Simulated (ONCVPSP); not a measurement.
## Run report: In, pseudopotential generation

Indium (In, Z = 49), core [Ar] 3d10, reference valence 4s2 4p6 4d10 5s2 (an ion of charge +1), valence charge 21. Computed at this level: ONCV potential, LDA (Perdew-Zunger), scalar-relativistic, made with ONCVPSP 4.0.1.

## Key numbers

- outcome: generated
- cutoffs needed: 43 Ha and 52 Ha (the cutoffs at which the residual kinetic energy of the hardest occupied pseudo-wave falls to 1 and 0.1 mHa per electron)
- ghost test: no bound ghost flagged; no localised positive-energy state flagged (flags above 300 eV left out)
- largest excitation error: -60 meV (all-electron minus pseudo) for 4s1 4p6 4d10 5s2 5p1, out of 4 test configurations
- rms error of d²Exc/dni dnj: 3.40 mHa without and 0.27 mHa with the model core
- range over which the phases arctan(r R′/R) at the test radius agree within 0.05 rad (a looser test near the poles than one of phase shifts): s: over the whole range computed; p: over the whole range computed; d: up to about 4.4 Ha; f: not judged, local potential alone
- hardware: 1 CPU thread, shared host
- wall time: 5.3 s

## Notes

Warnings of the program, in the generation or the tests: wellstate: negative energy specified for n= 5 l= 1.

## The input
```
# ATOM AND REFERENCE CONFIGURATION
# atsym  z   nc   nv     iexc    psfile
  In 49.00    6    4        3      upf
#
#   n    l    f
    1    0    2.00
    2    0    2.00
    2    1    6.00
    3    0    2.00
    3    1    6.00
    3    2   10.00
    4    0    2.00
    4    1    6.00
    4    2   10.00
    5    0    2.00
#
# PSEUDOPOTENTIAL AND OPTIMIZATION
# lmax
    2
#
#   l,   rc,      ep,       ncon, nbas, qcut
    0    1.40    0.00    5    8   10.90
    1    1.35    0.00    4    7    7.90
    2    1.35    0.00    4    9   15.50
#
# LOCAL POTENTIAL
# lloc, lpopt,  rc(5),   dvloc0
    2    5    1.35    0.00
#
# VANDERBILT-KLEINMAN-BYLANDER PROJECTORs
# l, nproj, debl
    0    3    3.80
    1    3    1.00
    2    0    1.50
#
# MODEL CORE CHARGE
# icmod, fcfact, rcfact
    3    1.75    1.70
#
# LOG DERIVATIVE ANALYSIS
# epsh1, epsh2, depsh
   -6.00    5.00    0.04
#
# OUTPUT GRID
# rlmax, drl
    6.00    0.01
#
# TEST CONFIGURATIONS
# ncnf
    4
# nvcnf
#   n    l    f
    5
    4    0    2.00
    4    1    6.00
    4    2   10.00
    5    0    2.00
    5    1    1.00
#
    4
    4    0    2.00
    4    1    6.00
    4    2   10.00
    5    0    1.00
#
    4
    4    0    2.00
    4    1    6.00
    4    2   10.00
    5    0    0.00
#
    5
    4    0    1.00
    4    1    6.00
    4    2   10.00
    5    0    2.00
    5    1    1.00
#
```

Run as:
```bash
oncvpsp.x < In.dat > In.out
```

## Output (extracts)
```
ONCVPSP  (Optimized Norm-Conservinng Vanderbilt PSeudopotential)
scalar-relativistic version 4.0.1

#   n    l    f        energy (Ha)
    1    0    2.00    -1.0190135E+03
    2    0    2.00    -1.5284560E+02
    2    1    6.00    -1.3730151E+02
    3    0    2.00    -2.9209265E+01
    3    1    6.00    -2.4118577E+01
    3    2   10.00    -1.6190680E+01
    4    0    2.00    -4.6680693E+00
    4    1    6.00    -3.1461685E+00
    4    2   10.00    -9.6475373E-01
    5    0    2.00    -5.6255702E-01

Reference configufation results
  iterations    22
  all-electron total energy (Ha)   -5.87624028D+03

Begin loop to  construct optimized pseudo wave functions
and semi-local pseudopoentials for all angular momenta

   Wellstate for l =  0  n =  7
     eigenvalue =   3.2374
     asymptotic potential =   3.7374
     half-point radius =  3.0056

Calculating optimized projector #   1

 for l=   0

    Fraction of norm inside rc  0.957052
    Optimizing pswf for qcut=  10.91 a_B^-1,  ecut=  59.56 Ha
    Residual kinetic energy error=  1.07D-06 Ha

    Energy error per electron        Cutoff
         Ha          eV             Ha
         0.01000     0.27211       34.61
         0.00100     0.02721       42.89
         0.00010     0.00272       49.46
         0.00001     0.00027       54.55

Calculating optimized projector #   2

 for l=   0

    Fraction of norm inside rc  0.074190
    Optimizing pswf for qcut=  10.91 a_B^-1,  ecut=  59.56 Ha
    Residual kinetic energy error=  5.15D-07 Ha

    Energy error per electron        Cutoff
         Ha          eV             Ha
         0.01000     0.27211       28.28
         0.00100     0.02721       38.67
         0.00010     0.00272       46.50
         0.00001     0.00027       52.85

Calculating optimized projector #   3

 for l=   0

    Fraction of norm inside rc  0.064235
    Optimizing pswf for qcut=  10.91 a_B^-1,  ecut=  59.56 Ha
    Residual kinetic energy error=  1.98D-06 Ha

    Energy error per electron        Cutoff
         Ha          eV             Ha
         0.01000     0.27211       30.76
         0.00100     0.02721       41.22
         0.00010     0.00272       49.25
         0.00001     0.00027       55.69

WARNING wellstate: negative energy specified for n= 5 l=  1
WARNING scattering state with energy  0.25000000
WARNING will be used for the first projector

   Wellstate for l =  1  n =  6
     eigenvalue =   0.2500
     asymptotic potential =   0.7500
     half-point radius =  5.9503

   Wellstate for l =  1  n =  6
     eigenvalue =   1.2500
     asymptotic potential =   1.7500
     half-point radius =  3.1873

Calculating optimized projector #   1

 for l=   1

    Fraction of norm inside rc  0.897847
    Optimizing pswf for qcut=   7.91 a_B^-1,  ecut=  31.31 Ha
    Residual kinetic energy error=  3.62D-05 Ha

    Energy error per electron        Cutoff
         Ha          eV             Ha
         0.01000     0.27211       17.26
         0.00100     0.02721       21.25
         0.00010     0.00272       25.12
         0.00001     0.00027       73.48

Calculating optimized projector #   2

 for l=   1

    Fraction of norm inside rc  0.025838
    Optimizing pswf for qcut=   7.91 a_B^-1,  ecut=  31.31 Ha
    Residual kinetic energy error=  3.31D-05 Ha

    Energy error per electron        Cutoff
         Ha          eV             Ha
         0.01000     0.27211       12.73
         0.00100     0.02721       17.45
         0.00010     0.00272       21.81
         0.00001     0.00027       56.23

Calculating optimized projector #   3

 for l=   1

    Fraction of norm inside rc  0.049272
    Optimizing pswf for qcut=   7.91 a_B^-1,  ecut=  31.31 Ha
    Residual kinetic energy error=  9.34D-05 Ha

    Energy error per electron        Cutoff
         Ha          eV             Ha
         0.01000     0.27211       14.67
         0.00100     0.02721       19.05
         0.00010     0.00272       30.39
         0.00001     0.00027       60.15

Calculating optimized projector #   1

 for l=   2

    Fraction of norm inside rc  0.696808
    Optimizing pswf for qcut=  15.49 a_B^-1,  ecut= 119.91 Ha
    Residual kinetic energy error=  3.29D-09 Ha

    Energy error per electron        Cutoff
         Ha          eV             Ha
         0.01000     0.27211       33.57
         0.00100     0.02721       43.43
         0.00010     0.00272       51.70
         0.00001     0.00027       59.17

Construct Vanderbilt / Kleinmman-Bylander projectors

B matrix Hermiticity error, ll=   0
   1   2    6.9786E-04
   1   3    1.0978E-03
   2   3   -2.1373E-04

  Orthonormal projector coefficients  2.4706E+01  2.7834E+00  2.3205E-01

B matrix Hermiticity error, ll=   1
   1   2   -3.5622E-04
   1   3   -6.1685E-04
   2   3   -3.5352E-05

  Orthonormal projector coefficients  1.4361E+02  6.9748E+00  1.3561E+00

Model core correction analysis
  based on d2Exc/dn_idn_j

d2excae - all-electron derivatives

   -3.202508D-02   -2.941503D-02   -2.145502D-02   -2.594190D-03
   -2.941511D-02   -2.791469D-02   -2.172590D-02   -3.223892D-03
   -2.145517D-02   -2.172597D-02   -2.039952D-02   -7.630013D-03
   -2.594186D-03   -3.223810D-03   -7.628997D-03   -2.896735D-02

d2excps - pseudofunction derivatives with no core correction

   -3.892934D-02   -3.527827D-02   -2.500231D-02   -3.280095D-03
   -3.527845D-02   -3.276911D-02   -2.442676D-02   -3.874455D-03
   -2.500259D-02   -2.442690D-02   -2.226273D-02   -7.938963D-03
   -3.280130D-03   -3.874401D-03   -7.937950D-03   -2.903626D-02

rms 2nd derivative error    3.402228E-03

rmatch, rhocmatch    0.5591   37.7981

Teter function model core charge with specified parameters

d2excps - pseudofunction derivatives with core correction

   -3.253987D-02   -2.962835D-02   -2.196952D-02   -2.738957D-03
   -2.962842D-02   -2.769585D-02   -2.176849D-02   -3.390209D-03
   -2.196963D-02   -2.176853D-02   -2.069889D-02   -7.706467D-03
   -2.738950D-03   -3.390125D-03   -7.705450D-03   -2.898306D-02

rms 2nd derivative error    2.664256E-04

Pseudoatom total energy -190.801153

Diagnostic tests using Vanderbilt-Kleinman-Bylander pseudopotentials
  1 or more projectors used as specified by nproj input data

   l    rcore       rmatch      e in        delta e   norm test  slope test

   0   1.4046877   1.4473371  -4.6680693   0.0000274   1.0002782   1.0002637
   0   1.4046877   1.4473371  -0.5625570   0.0000115   1.0000637   1.0000428
   0   1.4046877   1.4473371   3.2374430   0.0001558   1.0004119   1.0004119

   1   1.3551641   1.3963099  -3.1461685  -0.0000002   1.0002257   1.0002372
   1   1.3551641   1.3963099   0.2500000   0.0000595   1.0004522   1.0004522
   1   1.3551641   1.3963099   1.2500000   0.0000965   1.0004414   1.0004414

   2   1.3551641   1.3963099  -0.9647537  -0.0000075   0.9999980   1.0000174

 Testing for bound ghosts
   n   l    E NL Schr. Eq   E Basis Diag.   E Cutoff

   1   0       -4.668042       -4.668042    177.92
   2   0       -0.562546       -0.505475    177.92

   2   1       -3.146169       -3.146163    165.55

 Testing for highly-localized positive-energy ghosts
       l    <radius>/rc     E Basis Diag.   E Cutoff

       0        0.609639       25.955188    177.92  WARNING - GHOST(+)

       1        0.335338      222.048591    165.55  WARNING - GHOST(+)

Test configuration 0

   n   l     f        eae           eps        diff
   1   0  2.0000-1019.01354268
   2   0  2.0000 -152.84560382
   2   1  6.0000 -137.30151117
   3   0  2.0000  -29.20926530
   3   1  6.0000  -24.11857741
   3   2 10.0000  -16.19068006
   4   0  2.0000   -4.66806934   -4.66804194    2.74D-05
   4   1  6.0000   -3.14616849   -3.14616870   -2.07D-07
   4   2 10.0000   -0.96475373   -0.96476126   -7.53D-06
   5   0  2.0000   -0.56255702   -0.56254555    1.15D-05

    Total energies and differences
      AE_ref= -5.87624028D+03  AE_tst= -5.87624028D+03  dif=  0.00D+00
      PS_ref= -1.90801153D+02  PS_tst= -1.90801153D+02  dif=  1.14D-13
      PSP excitation error= -1.14D-13

Test configuration 1

   n   l     f        eae           eps        diff
   1   0  2.0000-1018.73400488
   2   0  2.0000 -152.56766628
   2   1  6.0000 -137.02337375
   3   0  2.0000  -28.93145366
   3   1  6.0000  -23.84075009
   3   2 10.0000  -15.91294082
   4   0  2.0000   -4.39013242   -4.39002143    1.11D-04
   4   1  6.0000   -2.86812653   -2.86805883    6.77D-05
   4   2 10.0000   -0.68762377   -0.68763284   -9.08D-06
   5   0  2.0000   -0.31187459   -0.31186546    9.13D-06
   5   1  1.0000   -0.09933377   -0.09932841    5.36D-06

    Total energies and differences
      AE_ref= -5.87624028D+03  AE_tst= -5.87644588D+03  dif= -2.06D-01
      PS_ref= -1.90801153D+02  PS_tst= -1.91006788D+02  dif= -2.06D-01
      PSP excitation error=  4.18D-05

Test configuration 2

   n   l     f        eae           eps        diff
   1   0  2.0000-1019.40910127
   2   0  2.0000 -153.23644526
   2   1  6.0000 -137.69264649
   3   0  2.0000  -29.60060977
   3   1  6.0000  -24.50990945
   3   2 10.0000  -16.58170654
   4   0  2.0000   -5.05926656   -5.05935763   -9.11D-05
   4   1  6.0000   -3.53717260   -3.53727172   -9.91D-05
   4   2 10.0000   -1.35073203   -1.35073178    2.54D-07
   5   0  1.0000   -0.88666520   -0.88666895   -3.75D-06

    Total energies and differences
      AE_ref= -5.87624028D+03  AE_tst= -5.87551776D+03  dif=  7.23D-01
      PS_ref= -1.90801153D+02  PS_tst= -1.90078510D+02  dif=  7.23D-01
      PSP excitation error= -1.20D-04

Test configuration 3

   n   l     f        eae           eps        diff
   1   0  2.0000-1019.84202275
   2   0  2.0000 -153.66290282
   2   1  6.0000 -138.11951262
   3   0  2.0000  -30.02743692
   3   1  6.0000  -24.93672064
   3   2 10.0000  -17.00814116
   4   0  2.0000   -5.48491335   -5.48517451   -2.61D-04
   4   1  6.0000   -3.96227283   -3.96252960   -2.57D-04
   4   2 10.0000   -1.76856955   -1.76856531    4.24D-06

    Total energies and differences
      AE_ref= -5.87624028D+03  AE_tst= -5.87446158D+03  dif=  1.78D+00
      PS_ref= -1.90801153D+02  PS_tst= -1.89022129D+02  dif=  1.78D+00
      PSP excitation error= -3.21D-04

Test configuration 4

   n   l     f        eae           eps        diff
   1   0  2.0000-1019.46792441
   2   0  2.0000 -153.25914976
   2   1  6.0000 -137.71754838
   3   0  2.0000  -29.61434599
   3   1  6.0000  -24.52347256
   3   2 10.0000  -16.59461940
   4   0  1.0000   -4.99014203   -4.99105012   -9.08D-04
   4   1  6.0000   -3.45219189   -3.45452268   -2.33D-03
   4   2 10.0000   -1.22289410   -1.22232697    5.67D-04
   5   0  2.0000   -0.65612893   -0.65615355   -2.46D-05
   5   1  1.0000   -0.38378747   -0.38388999   -1.03D-04

    Total energies and differences
      AE_ref= -5.87624028D+03  AE_tst= -5.87176524D+03  dif=  4.48D+00
      PS_ref= -1.90801153D+02  PS_tst= -1.86323915D+02  dif=  4.48D+00
      PSP excitation error= -2.20D-03
```

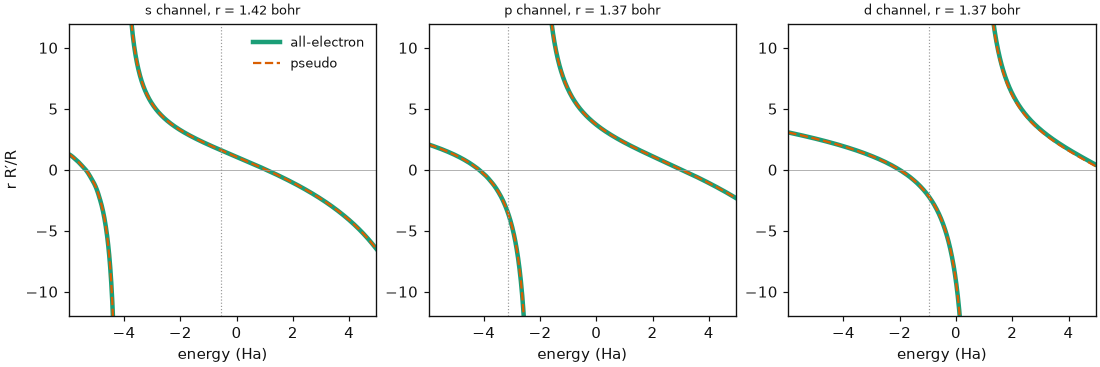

*Logarithmic derivatives r R′/R at the test radius against energy, all-electron atom (solid) and pseudo-atom (dashed). Here R(r) is the radial function. The dotted line marks the reference energy of the channel. Not drawn: f: not judged.*

- Zeros of the logarithmic derivative: s: all-electron -5.4 and 1.1 Ha, pseudo -5.4 and 1.1 Ha; p: all-electron -4.2 and 3.0 Ha, pseudo -4.2 and 3.0 Ha; d: all-electron -2.0 Ha, pseudo -2.0 Ha.
- Poles, where the radial function vanishes at the test radius: s: all-electron at -4.1 Ha, pseudo at -4.1 Ha; p: all-electron at -2.2 Ha, pseudo at -2.2 Ha; d: all-electron at 0.7 Ha, pseudo at 0.7 Ha.
- Ghost states: the plot shows none: pseudo and all-electron curves have the same branches in all channels drawn. The separate test gives: no bound ghost flagged; no localised positive-energy state flagged (flags above 300 eV left out).

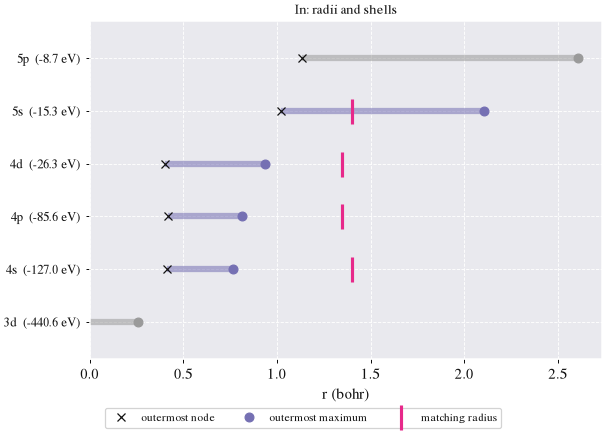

*Outer shells of the all-electron reference atom: each bar runs from the outermost node (or the nucleus) to the outermost maximum of u(r); the tick is the radius chosen for the pseudo-wave. Shells without a tick have no pseudo-wave of their own. Levels, nodes and maxima are from ld1.x, scalar-relativistic.*

- Radii against the shells: 4s: 1.40 bohr, outside the maximum; 4p: 1.35 bohr, outside the maximum; 4d: 1.35 bohr, outside the maximum; 5s: 1.40 bohr, between node and maximum.

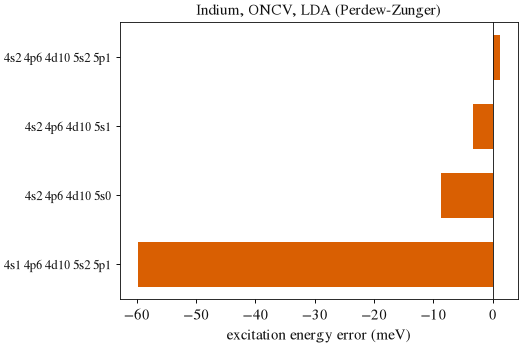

*Errors, all-electron minus pseudo, of the energies of valence configurations relative to the unpolarised reference 4s2 4p6 4d10 5s2.*

- Worst configuration: 4s1 4p6 4d10 5s2 5p1 (charge +1): the error is -60 meV on an all-electron energy of +121.77 eV relative to the reference, or 0.049 %.
- Configurations within 10 meV and within 50 meV: 3 and 3 of 4.

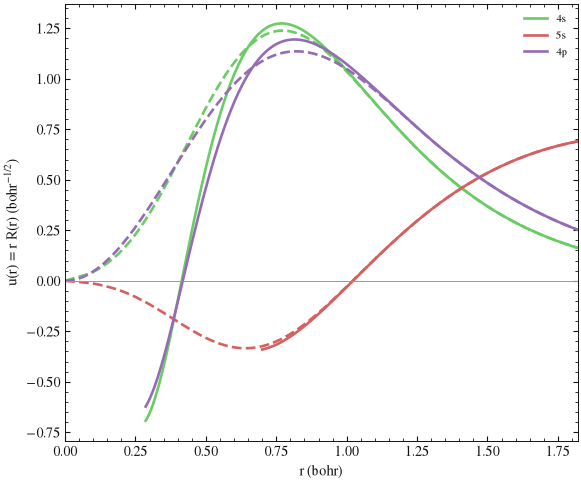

*Pseudo-waves (dashed) against the all-electron radial functions (solid). The innermost oscillations of some all-electron curves aren't drawn. Reference configuration 4s2 4p6 4d10 5s2.*

- Matching radii: 4s at 1.40 bohr; 5s at 1.40 bohr; 4p at 1.35 bohr. The curves merge smoothly, so the plot gives these only roughly.
- Nodes of the pseudo-waves: 4s has no node; 5s has a node at about 1.0 bohr; 4p has no node. A node in 5s is expected, since a lower shell of the same l is also in the valence and the two must stay orthogonal.

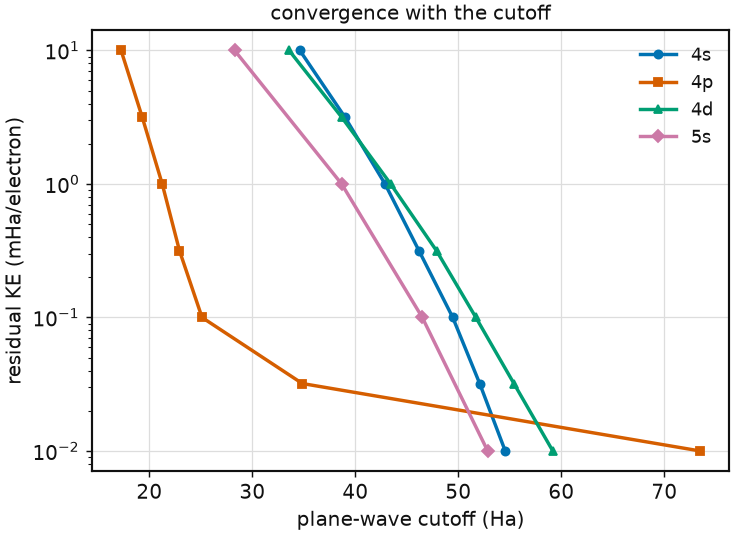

*Residual kinetic energy of the pseudo-waves (the first of each channel, and further valence shells) beyond the plane-wave cutoff, as the generator prints it.*

- Cutoffs for the occupied states: 43 Ha for 1 mHa and 52 Ha for 0.1 mHa per electron. The first is set by 4d.
- Cutoffs for 1 mHa per electron: 4d: 43 Ha; 4s: 43 Ha; 5s: 39 Ha; 4p: 21 Ha.
